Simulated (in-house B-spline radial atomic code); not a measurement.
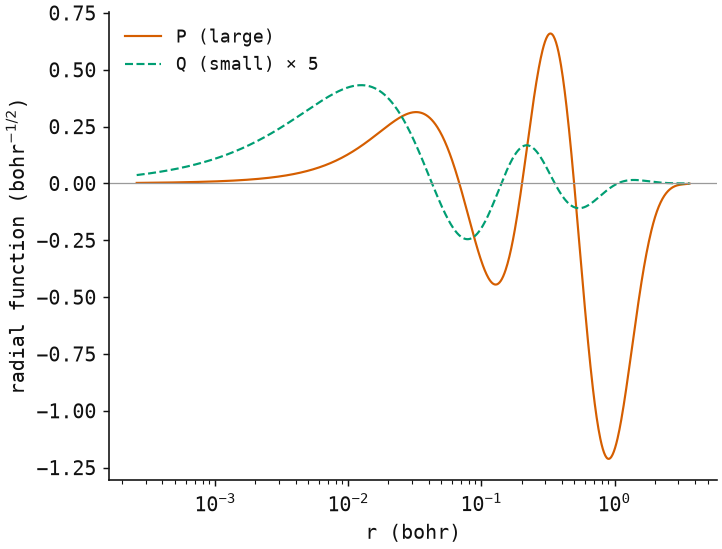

System: Pt¹⁰⁺ (Z = 78, 68 electrons), configuration [Xe] 4f14. The calculation used an in-house B-spline radial code at this level: Dirac-Hartree-Fock, average of configuration, Fermi nucleus, basis-set limit.

The plot shows the large and small radial components of the 5p1/2 spinor.

**Read the plot.**

The spinor has κ = 1: the large component has l = 1 and 3 radial nodes (r = 0.0682, 0.202 and 0.497 bohr), the small one has l = 0. The small component carries 0.052 % of the norm; ⟨r⟩ = 0.977 bohr and the eigenvalue is −237.4 eV.
